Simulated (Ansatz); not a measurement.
```yaml
atoms:
  - { symbol: W, position_ang: [1.1066, -0.7506, 0.0325] }
  - { symbol: W, position_ang: [-1.5990, -0.5520, -0.5893] }
  - { symbol: W, position_ang: [-0.0037, 1.1682, -0.6241] }
  - { symbol: Si, position_ang: [1.2888, 0.9891, 1.7759] }
  - { symbol: Si, position_ang: [0.1401, -0.9152, -2.3166] }
  - { symbol: Si, position_ang: [-0.9327, 0.0604, 1.7216] }
```

Geometry: PBE-D4/def2-SVPD; ⟨S²⟩ = 3.88, above the pure value of 3.75; core potentials replace the inner electrons of W.

These are results of UKS PBE0-D4/def2-TZVPD in Ansatz, not measurements.

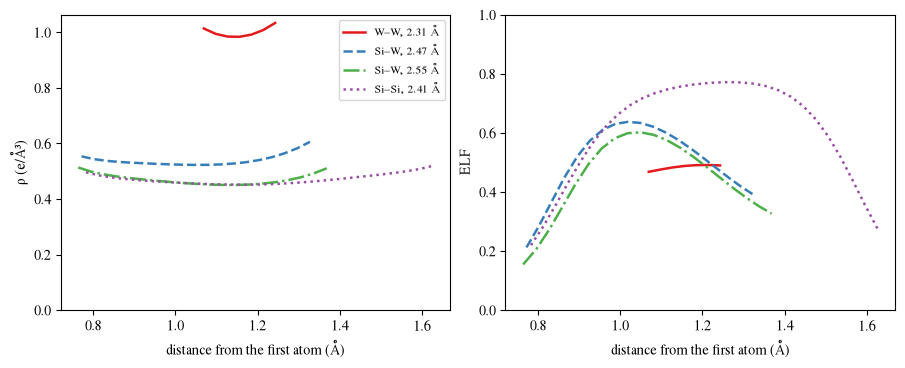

Si3W3 (charge −1, quartet). Electron density and ELF along straight lines between neighbouring atoms. The curves leave out the atomic cores.

Question: Compare the contacts.

Answer: W–W (2.31 Å): ρ is about 0.98 e/Å³ halfway; the ELF is about 0.50 at the midpoint.
Si–W (2.47 Å): ρ at the midpoint is about 0.55 e/Å³; the ELF peaks at about 0.65 in the valence shell of Si, 1.0 Å from its nucleus, and is about 0.50 at the midpoint.
Si–W (2.55 Å): ρ is about 0.47 e/Å³ halfway; the ELF peaks at about 0.60 in the valence shell of Si, 1.1 Å from its nucleus, and is about 0.40 at the midpoint.
Si–Si (2.41 Å): the density is about 0.45 e/Å³ at the midpoint; the ELF peaks at about 0.75 between the atoms; a covalent bond.
